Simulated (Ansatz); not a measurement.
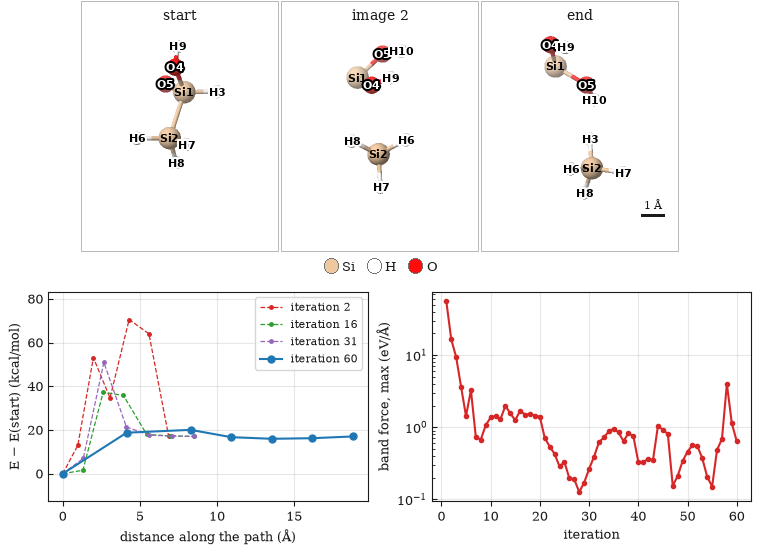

A nudged-elastic-band calculation for Si$_{2}$H$_{6}$O$_{2}$. Images are numbered from 0 (start) to 6 (end). The plot follows the band through its iterations. Style: ball-and-stick. Shown from a free direction.

Method: RKS BLYP/def2-SVP in Ansatz 0.2.0. Run with 5 movable images; climbing image; force threshold 0.03 eV/Å; iteration limit 60; starting path through a guess of the saddle point.

### How did the profile develop, and is the result final?

The result isn't final. The band hadn't converged when the run stopped after 60 iterations. The largest component of the band force went from 56 to 0.64 eV/Å. The barrier read from it is provisional: over the last two iterations the highest image moved from 21.1 kcal/mol to 20.1 kcal/mol. The first iteration put the highest image at 339.0 kcal/mol. Forward barrier 20.1 kcal/mol, backward barrier 3.0 kcal/mol, with image 2 at the top; the reaction energy is +17.1 kcal/mol.

The run took 7.3 min on 2 threads of Arm Neoverse V1, on a shared host, peak memory 0.13 GiB.
